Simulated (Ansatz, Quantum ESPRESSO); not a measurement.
# Bi2Se3 quintuple layer, 1 layer: the dipole at a withheld member of a series

**Set-up.** Quantum ESPRESSO 7.5, PBE, GBRV ultrasoft. Cell and atoms are relaxed without a field with a D3(BJ) correction and then held. Sawtooth field with dipole correction, 17 Å of vacuum in the starting cell, Fermi-Dirac smearing of 0.002 Ry; bands along a path at each field. The series steps the field along the normal.

| field along the normal | dipole (e Å) |
| --- | --- |
| 0 V/Å | −0.000 |
| 0.05 V/Å | 0.036 |
| 0.1 V/Å | 0.073 |
| 0.2 V/Å | 0.146 |
| 0.3 V/Å | 0.218 |

To predict: What is the dipole at 0.4 V/Å?

By hand: The rows at 0.2 V/Å and 0.3 V/Å give a slope of (0.218 − (0.146))/(0.3 − (0.2)) = 0.72, so a straight line gives 0.290 e Å. A parabola through these and the row at 0.1 V/Å gives 0.289 e Å.

**The withheld run.** 0.291 e Å. The line misses by −0.001 and the parabola by −0.002 e Å. Both misses are under 5 % of the step from the nearer row.

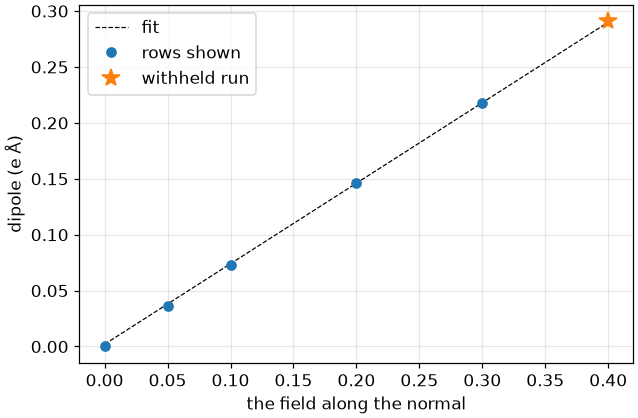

The rows shown, the fit and the withheld run.

**Limits.** Ions are held; semilocal gaps are too small; in strong fields empty levels can belong to the vacuum; one stacking. Members without a usable value, or on the other side of zero field or charge, are not listed.
